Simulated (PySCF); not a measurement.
**[La(SH)4]−: forces at shaken geometries**

Aim: move all atoms of relaxed [La(SH)4]− at random and read energies and forces. The structure is generated, not taken from experiment.

Computed with PySCF 2.14.0. Level: PBE0, La lcecp-1-SVP with ECP46, S def2-SVP, H def2-SVP; scalar-relativistic core potentials, no spin–orbit coupling.

3 further runs of the same task are left out: 2 for a known fault of the program, 1 that didn't finish.

**1. Starting geometry**

9 atoms, charge -1, spin multiplicity 1.

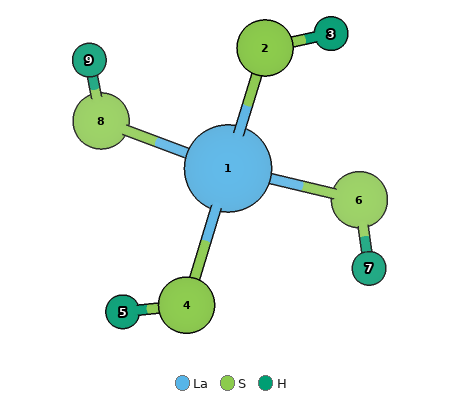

The structure; lanthanum blue, sulfur green, hydrogen teal; atoms are numbered from 1 in the order of the file.

Coordinates:

```
atom    x (Å)    y (Å)    z (Å)
 La1   0.0000   0.0000   0.0000
  S2   1.7519   1.5057   1.5705
  H3   2.7886   1.0645   0.8180
  S4  -1.7519  -1.5057   1.5705
  H5  -2.7886  -1.0645   0.8180
  S6   1.5058  -1.7518  -1.5706
  H7   1.0649  -2.7886  -0.8180
  S8  -1.5058   1.7518  -1.5706
  H9  -1.0649   2.7886  -0.8180
```

Formal oxidation states: La +3. The 4f shell is empty and lies in the core potential. An earlier session relaxed this geometry at PBE0, La lcecp-1-SVP with ECP46, S def2-SVP, H def2-SVP (singlet, point group S4).

Its energy there is -1625.999579 Eh.

**2. Atoms moved at random, σ = 0.1 Å**

Input file run.py (the lines that set the calculation):

```python
mol = gto.M(atom='''
La    -0.18786     0.10929    -0.21271
S      1.82774     1.45784     1.67070
H      2.83916     1.08231     0.83706
S     -1.87331    -1.53789     1.62257
H     -2.64684    -0.95354     0.74563
S      1.45356    -1.87779    -1.54602
H      1.04552    -2.65896    -0.83880
S     -1.51728     1.67813    -1.52076
H     -0.94070     2.70062    -0.75767''',
    basis={'La': 'lcecp-1-SVP', 'S': 'def2-SVP', 'H': 'def2-SVP'},
    ecp={'La': 'lcecp-1-SVP'},
    charge=-1, spin=0)
mf = dft.RKS(mol, xc='PBE0')
mf.grids.atom_grid = (50, 194)  # f atoms: unpruned, at least (60, 302)
mf = mf.density_fit()  # fitting sets: La AutoAux, S def2-universal-JKFIT, H def2-universal-JKFIT
mf.conv_tol = 1e-08; mf.max_cycle = 55
mf.kernel(dm0)  # dm0: the density of the relaxed state
```

Command:

```bash
OMP_NUM_THREADS=2 python run.py
```

**3. Atoms moved at random, σ = 0.03 Å**

Input file run.py (the lines that set the calculation):

```python
mol = gto.M(atom='''
La    -0.01117     0.01290    -0.00429
S      1.76875     1.47470     1.58772
H      2.79358     1.04593     0.79054
S     -1.70285    -1.50642     1.59258
H     -2.76843    -1.06137     0.80480
S      1.50480    -1.75824    -1.59155
H      1.05432    -2.83810    -0.80454
S     -1.55684     1.78705    -1.58397
H     -1.08216     2.84355    -0.79129''',
    basis={'La': 'lcecp-1-SVP', 'S': 'def2-SVP', 'H': 'def2-SVP'},
    ecp={'La': 'lcecp-1-SVP'},
    charge=-1, spin=0)
mf = dft.RKS(mol, xc='PBE0')
mf.grids.atom_grid = (50, 194)  # f atoms: unpruned, at least (60, 302)
mf = mf.density_fit()  # fitting sets: La AutoAux, S def2-universal-JKFIT, H def2-universal-JKFIT
mf.conv_tol = 1e-08; mf.max_cycle = 55
mf.kernel(dm0)  # dm0: the density of the relaxed state
```

**4. Atoms moved at random, σ = 0.15 Å**

Input file run.py (the lines that set the calculation):

```python
mol = gto.M(atom='''
La    -0.00581     0.12283    -0.14194
S      1.51455     1.24892     1.64324
H      2.73433     1.02399     1.02586
S     -1.65522    -1.53620     1.48562
H     -2.87906    -1.14866     0.77950
S      1.46225    -1.78548    -1.49121
H      0.97541    -2.95997    -0.83077
S     -1.37132     1.87941    -1.51311
H     -0.77513     3.15518    -0.95718''',
    basis={'La': 'lcecp-1-SVP', 'S': 'def2-SVP', 'H': 'def2-SVP'},
    ecp={'La': 'lcecp-1-SVP'},
    charge=-1, spin=0)
mf = dft.RKS(mol, xc='PBE0')
mf.grids.atom_grid = (50, 194)  # f atoms: unpruned, at least (60, 302)
mf = mf.density_fit()  # fitting sets: La AutoAux, S def2-universal-JKFIT, H def2-universal-JKFIT
mf.conv_tol = 1e-08; mf.max_cycle = 55
mf.kernel(dm0)  # dm0: the density of the relaxed state
```

What does the calculation give? Wanted: for each run, σ; energy rise; harmonic estimate −½ F·u; largest force component.

The runs gave:

| σ (Å) | energy rise (eV) | harmonic estimate −½ F·u (eV) | largest force component (eV/Å) |
| --- | --- | --- | --- |
| 0.1 | 2.232 | 2.502 | 7.93 |
| 0.03 | 0.099 | 0.095 | 0.97 |
| 0.15 | 0.936 | 0.943 | 3.67 |

Every displacement raises the energy. For a harmonic well the rise equals −½ F·u; the two differ by at most 12 % here (a move with σ = 0.1 Å), from anharmonicity, the grid and the small forces left at the relaxed point. These are double-zeta-type bases without diffuse functions. Spin–orbit coupling is left out.
